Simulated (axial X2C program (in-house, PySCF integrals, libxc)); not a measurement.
# Linear HAsH⁺ at several levels

How do method and spin–orbit coupling move the bonds and stretches of HAsH⁺, held linear?

Program: an in-house X2C program for linear molecules on PySCF integrals. Level of theory: all-electron X2C, two-component (2c) or spin-free, H dyall-v3z, As dyall-v3z. These are calculated values, not measurements.

All values are calculated.

2 further runs of the same task are left out: 2 set aside as unsound or not needed.

### 1 Set-up

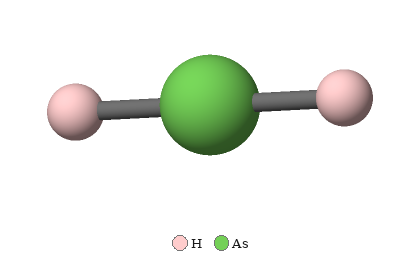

The atoms on one line, bonds 1.530 and 1.530 Å (hydrogen pink, arsenic green).

The input, task.json:

```json
{"zs": [1, 33, 1], "q": 1, "bas": ["dyall-v3z", "dyall-v3z", "dyall-v3z"], "r0": [1.53, 1.53], "symm": 1, "scan": ["PBE0", "HF", "r2SCAN"], "levels": ["PBE0", "HF", "LDA"], "nst": 2}
```

Keys: zs atomic numbers; q charge; bas basis sets; r0 starting distance in Å; symm equal bonds; scan levels of the two-bond scan (MP2 follows by itself at each HF point); levels methods; nst determinants followed.

Command:

```console
$ python solin.py task.json out
```

Masses H 1.008, As 74.922, H 1.008 u.

### 2 Scan at PBE0, 2c

State: Ω = 1 (beyond evenly filled blocks: ω = -1/2, ω = 3/2). Energies above the lowest point, from the job's result record:

```csv
r(H–As) (Å),r(As–H) (Å),E (meV)
1.4488,1.4488,24.48
1.4488,1.4860,12.84
1.4488,1.5231,27.47
1.4860,1.4488,12.84
1.4860,1.4860,0.00
1.4860,1.5231,13.43
1.4860,1.5603,48.79
1.5231,1.4488,27.47
1.5231,1.4860,13.43
1.5231,1.5231,25.68
1.5603,1.4860,48.79
1.5603,1.5603,92.91
```

A quadratic surface with cubic terms in each bond gives the minimum at 1.484 and 1.484 Å, force constants 3.07, 3.07 and coupling -0.14 mdyn/Å.

### 3 Scan at HF, 2c

State: Ω = 1 (beyond evenly filled blocks: ω = -1/2, ω = 3/2). Energies above the lowest point, from the job's result record:

```csv
r(H–As) (Å),r(As–H) (Å),E (meV)
1.4488,1.4488,9.40
1.4488,1.4860,4.92
1.4488,1.5231,27.03
1.4860,1.4488,4.92
1.4860,1.4860,0.00
1.4860,1.5231,21.76
1.4860,1.5603,65.56
1.5231,1.4488,27.03
1.5231,1.4860,21.76
1.5231,1.5231,43.28
1.5603,1.4860,65.56
1.5603,1.5603,130.53
```

A quadratic surface with cubic terms in each bond gives the minimum at 1.473 and 1.473 Å, force constants 3.3, 3.3 and coupling -0.03 mdyn/Å.

### 4 Scan at r2SCAN, 2c

State: Ω = 1 (beyond evenly filled blocks: ω = -1/2, ω = 3/2). Energies above the lowest point, from the job's result record:

```csv
r(H–As) (Å),r(As–H) (Å),E (meV)
1.4488,1.4488,20.93
1.4488,1.4860,11.08
1.4488,1.5231,27.03
1.4860,1.4488,11.08
1.4860,1.4860,0.00
1.4860,1.5231,14.75
1.4860,1.5603,51.02
1.5231,1.4488,27.03
1.5231,1.4860,14.75
1.5231,1.5231,28.31
1.5603,1.4860,51.02
1.5603,1.5603,97.32
```

A quadratic surface with cubic terms in each bond gives the minimum at 1.482 and 1.482 Å, force constants 3.05, 3.05 and coupling -0.14 mdyn/Å.

### 5 The levels side by side

| level | r(H–As) (Å) | r(As–H) (Å) | lower stretch (cm⁻¹) | upper stretch (cm⁻¹) |
| --- | --- | --- | --- | --- |
| PBE0, 2c | 1.484 | 1.484 | 2223.4 | 2355.9 |
| HF, 2c | 1.473 | 1.473 | 2346.7 | 2398.4 |
| r2SCAN, 2c | 1.482 | 1.482 | 2215.4 | 2349.1 |
| MP2, 2c | 1.480 | 1.480 | 2269.3 | 2442.9 |
| PBE0, spin-free | 1.484 | 1.484 | 2224.8 | 2357.6 |
| HF, spin-free | 1.473 | 1.473 | 2347.8 | 2399.9 |
| r2SCAN, spin-free | 1.482 | 1.482 | 2216.8 | 2350.7 |
| MP2, spin-free | 1.479 | 1.479 | 2270.3 | 2443.9 |

Scans not shown above were run alike.

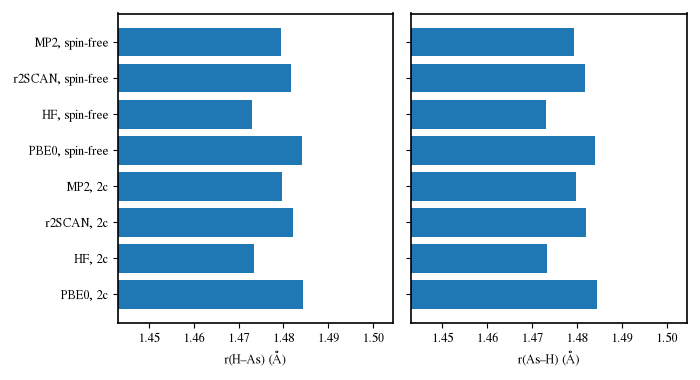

The two bond lengths by level.

What this shows: Over the levels the H–As bond spans 1.473 to 1.484 Å and the As–H bond 1.473 to 1.484 Å. At PBE0 spin–orbit coupling leaves both bonds unchanged to 0.001 Å. Each state is one determinant, the lowest of a limited PBE0 search; the stretches come from a fit to few points and are good to some per cent at best. The stretches are sorted by size, and where the two bonds are alike the symmetric and antisymmetric modes can swap order between levels. MP2 freezes inner shells (threshold -2 hartree). The molecule was held linear; bending was not examined, so a bent shape may lie lower. Open-shell Ω = 0 determinants with evenly filled partner blocks cannot be reached by this program, so the Ω shown need not be the lowest component. Note: several unpaired electrons, one determinant need not be a pure state.
